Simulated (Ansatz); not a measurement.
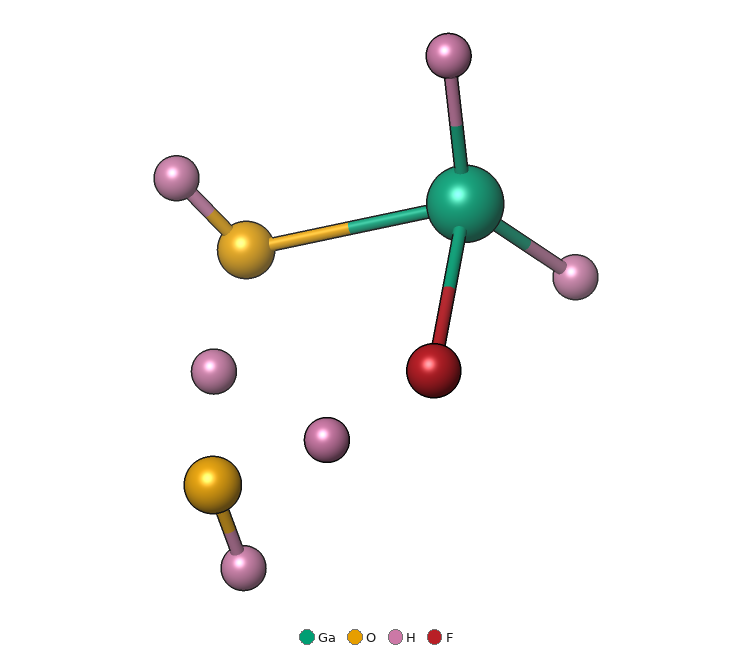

Starting geometry of the run.

The calculation was set up as follows.

```yaml
crystal:
  periodic: [false, false, false]
  atoms:
    - {symbol: Ga, position_ang: [-1.065823, -0.105738, -1.169814]}
    - {symbol: O, position_ang: [0.735526, -1.116003, -0.431474]}
    - {symbol: H, position_ang: [-0.544718, 0.883829, -2.246379]}
    - {symbol: H, position_ang: [-2.225896, -1.126117, -0.989336]}
    - {symbol: H, position_ang: [-0.079792, 0.938882, 1.129618]}
    - {symbol: F, position_ang: [-1.141925, 1.096041, 0.581508]}
    - {symbol: H, position_ang: [1.058637, -0.360662, 0.545530]}
    - {symbol: O, position_ang: [1.080362, 0.534795, 1.452309]}
    - {symbol: H, position_ang: [0.479761, -1.957728, -0.033301]}
    - {symbol: H, position_ang: [1.703967, 1.212701, 1.161140]}
basis:
  gaussian: {orbitals: def2-SVP}
hamiltonian: {xc: pbe0, dispersion: d4}
saddle:
  f_tol: 0.04
  max_steps: 70
  order_check: false
  mode_guess:
    - [-0.8571, 1.0261, 0.4874]
    - [1.0744, 0.1311, 1.1020]
    - [0.0000, 0.0000, 0.0000]
    - [0.0000, 0.0000, 0.0000]
    - [1.7944, -0.4485, 0.7087]
    - [-0.8453, -0.4351, -1.2787]
    - [-0.2702, -1.2943, -1.4768]
    - [-0.8963, 1.0207, 0.4574]
    - [0.0000, 0.0000, 0.0000]
    - [0.0000, 0.0000, 0.0000]
```

Output (its end):

```
mean field -59260.73628986 eV, -2177.7918902828 hartree, gradient 9.0e-7 eV, S^2 0.000000; 0 other end points of the search recorded, 0 dependent functions left out
the calculation of the forces begins
reference -59260.73632960 eV, -2177.7918917428 hartree; 31, 31 occupied and 73, 73 virtual orbitals, 1080 factors
saddle step  70: F+E_penalty+E_count = -59260.80782486 eV  max|allowed force component| = 1.180e-1 eV/Å  curvature = +0.0035 eV/Å²  mode residual = 2.09e-1 eV/Å²  Δτ_max = 0.0709 Å  (1 rotations, 4 force calls, 66 SCF iters)  cluster: 3 rotations left out, max|force component along them| = 2.623e-7 eV/Å
Error: the saddle search did not converge after 70 steps: max|allowed force component| = 1.18e-1 eV/Å (threshold 4.0e-2). At the last step the curvature along the mode is +0.003 eV/Å² (extrapolated from the last rotation, not read by a force call), not resolved as negative, so the search is still climbing. That curvature's residual is 2.09e-1 eV/Å². Where the curvature misses the negative of `saddle.curvature_tol` by less than that, a larger `saddle.rotation.max_rotations` or a tighter `saddle.rotation.residual_tol` may find a negative one. To go on, start nearer the saddle, give a better `saddle.mode_guess`, or set a larger `saddle.max_steps` (a set value also replaces the default of 250 for a search that goes on from a second negative curvature), or search again from the last step's geometry and mode. From 59 of its steps before the last this search moved with no negative curvature along its mode to follow. A search started from a geometry of this one does not count those moves and, where it converges, warns only of its own. Where this run's directory can be resumed (`checkpoint.write`), a resume goes on for up to `saddle.max_steps` more
F+E_penalty+E_count at the last step = -59260.80782486 eV
to start another search from the last step: its geometry and its mode (saddle.mode_guess, Cartesian):
  atoms:
    - { symbol: Ga, position_ang: [-1.72356980, -1.12541909, -2.16910237] }
    - { symbol: O, position_ang: [-0.81519556, -2.66394322, -2.33264405] }
    - { symbol: H, position_ang: [-0.85674598, 0.10088192, -2.59693873] }
    - { symbol: H, position_ang: [-3.24870771, -1.21724534, -1.83340074] }
    - { symbol: H, position_ang: [-1.10086721, 0.42214752, 0.67912400] }
    - { symbol: F, position_ang: [-1.71327461, -0.16707681, 0.31502006] }
    - { symbol: H, position_ang: [3.78837709, 2.40982830, 4.03977438] }
    - { symbol: O, position_ang: [3.19293792, 2.68966678, 3.33611225] }
    - { symbol: H, position_ang: [-1.30877090, -3.45100653, -2.08211735] }
    - { symbol: H, position_ang: [3.78591576, 3.00216649, 2.64397355] }
  mode_guess:
    - [0.04586911, 0.14055656, 0.15816534]
    - [0.09857688, 0.15645936, 0.28553151]
    - [0.01692225, 0.12064496, 0.04066826]
    - [0.02902563, 0.10455721, 0.08595196]
    - [0.33226212, -0.08527016, -0.10643045]
    - [0.26458289, -0.04633641, -0.06017619]
    - [-0.31117803, -0.28897962, -0.25345136]
    - [-0.28886609, -0.19511481, -0.23324729]
    - [0.07146527, 0.15670825, 0.23184195]
    - [-0.25866002, -0.06322535, -0.14885373]
```

The run did not converge.
